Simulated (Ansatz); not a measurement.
GeH4O2···HCl

```xyz
9

Ge    0.0212   -0.4430    0.1230
H     0.2856   -0.7663    1.6081
H     1.2319   -0.2837   -0.8174
O    -0.9369    1.1151    0.2276
H    -1.1479    1.4624   -0.6611
O    -0.9950   -1.6705   -0.6963
H    -1.7488   -1.9350   -0.1358
Cl    1.2029    2.7366    1.6213
H     0.1333    2.1855    1.0437
```

The calculation used Ansatz, RKS PBE/def2-SVP.

### What will maps of the electron density and electron localisation function show?

O4···H9 (1.72 Å): the density falls to about 0.31 e/Å³ on the way; the ELF dips to about 0.20 between them.
Ge–O (1.79 Å): the density is about 0.93 e/Å³ at the midpoint; the ELF peaks at about 0.85 in the valence shell of O, 0.6 Å from its nucleus, and is about 0.35 at the midpoint.
Ge–O (1.83 Å): the density is about 0.85 e/Å³ at the midpoint; the ELF peaks at about 0.85 in the valence shell of O, 0.6 Å from its nucleus, and is about 0.35 at the midpoint.
Cl–H (1.33 Å): the density is about 1.8 e/Å³ at the midpoint; the ELF climbs to about 1 towards the hydrogen, as it does in any bond to H; an ordinary covalent bond to hydrogen.

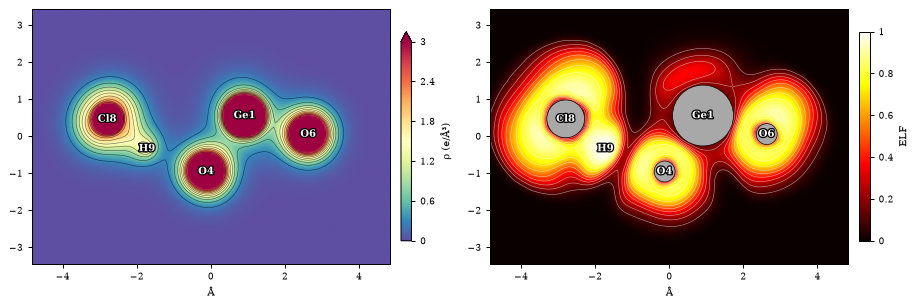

Computed electron density and electron localisation function on the plane of atoms O4, Ge1 and O6, in this order. Grey discs cover the atomic cores in the ELF map. 
